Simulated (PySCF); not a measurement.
# GaF₂: relaxation and vibrations of the doublet

The task is one start of a wider search on GaF₂: the doublet, from a linear start. It is relaxed, tested by its Hessian and followed downhill if it is a saddle.

Computed with PySCF 2.14.0. Level: PBE0, basis Ga def2-TZVP, F def2-TZVP, no relativity, density fitting.

## (1) Starting geometry

3 atoms, charge 0, spin multiplicity 2.

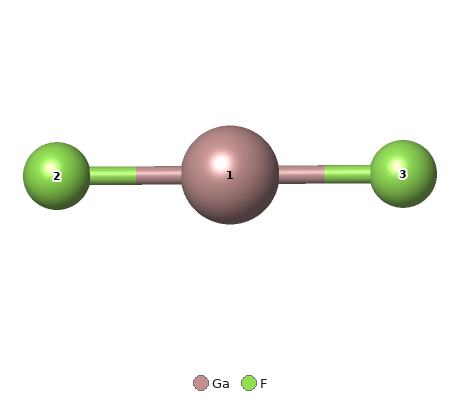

The starting geometry (gallium pink, fluorine green); atoms are numbered from 1 in the order of the file.

```xyz
3
charge 0 multiplicity 2
Ga    0.0000    0.0000    0.0000
F     0.0000    0.0000    1.8800
F     0.0000    0.0000   -1.8800
```

## (2) Finding the electronic state

One driver script runs all steps and calls PySCF; scf.py shows how it sets up the SCF of each step. The optimiser is the driver's own. After this first run the driver tries any further starts and a stability analysis.

Contents of scf.py:

```python
from pyscf import gto, scf, dft
mol = gto.M(atom='''
Ga     0.000000     0.000000     0.000000
F      0.000000     0.000000     1.880000
F      0.000000     0.000000    -1.880000''',
    basis={'Ga': 'def2-TZVP', 'F': 'def2-TZVP'},
    charge=0, spin=1)
mf = dft.UKS(mol, xc='PBE0')
mf.grids.atom_grid = (50, 194)
aux = {'Ga': 'def2-universal-JKFIT', 'F': 'def2-universal-JKFIT'}
mf = mf.density_fit(auxbasis=aux)
mf.conv_tol = 1e-08
mf.diis_space = 10
mf.max_cycle = 60
mf.init_guess = 'minao'
mf.verbose = 4
mf.kernel()
```

The run is started by

```console
> OMP_NUM_THREADS=4 python axn.py task.json out
```

After this run come: Relaxing the doublet from the linear start; Is it a minimum? Harmonic modes; Downhill along the imaginary mode; Vibrations and properties at this point.

What does the calculation give? Wanted: minimum; geometry; wavenumbers; dipole moment; highest occupied, lowest empty level; polar-tensor charge of Ga1; zero-point energy; atomisation energy; ⟨S²⟩.

As calculated:

| quantity | value |
| --- | --- |
| minimum | doublet, C2v |
| geometry | Ga–F 1.756 Å (×2); F–Ga–F 116.7° |
| wavenumbers (cm⁻¹) | 176 (a1), 643 (a1), 682 (b2) |
| dipole moment | 2.44 D |
| highest occupied, lowest empty level (either spin) | -7.75, -4.28 eV |
| polar-tensor charge of Ga1 | +1.16 e |
| zero-point energy | 9.0 kJ/mol |
| entropy at 298.15 K | 279.0 J/(mol K) |
| atomisation energy (no zero-point energy) | 872 kJ/mol |
| ⟨S²⟩ | 0.752 |

**Reading.** From D∞h at the start the molecule goes to a C2v minimum, after a stop at a second-order saddle point 60.9 kJ/mol higher, from which it was pushed off along an imaginary mode. The strongest infrared band lies at 682 cm⁻¹ (b2, stretch). Most of the spin sits on Ga1 (Mulliken spin 0.83, against 1 for the whole molecule). Other starts or spin states, not run here, may lie lower.
